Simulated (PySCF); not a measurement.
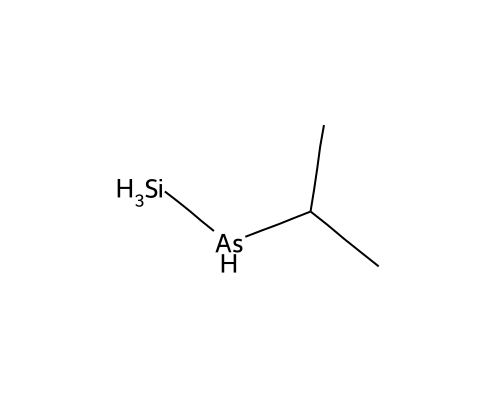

Computed geometry: GFN2-xTB optimisation. No frequency run is at hand to confirm it as a minimum. Method: CAM-B3LYP/def2-SVPD, gas phase (PySCF 2.14.0). Excitations: vertical, linear response.

Predict the main results.

The species is C3H11AsSi (`CC(C)[AsH][SiH3]`).
- dipole moment: 1.28 D
- HOMO energy (Kohn–Sham orbital): −8.18 eV
- LUMO energy (Kohn–Sham orbital): 0.92 eV
- HOMO–LUMO gap: 9.09 eV
- mean static polarisability: 98.1 bohr³
- lowest vertical singlet excitation: 5.78 eV
- its oscillator strength: 0.020
- brightest of the 8 lowest singlets: 6.36 eV
- its oscillator strength: 0.14

The geometry is semi-empirical. Around As, Si such bond lengths and angles can be off by a tenth of an ångström or more and by several degrees, and values that hang on the shape move with them.
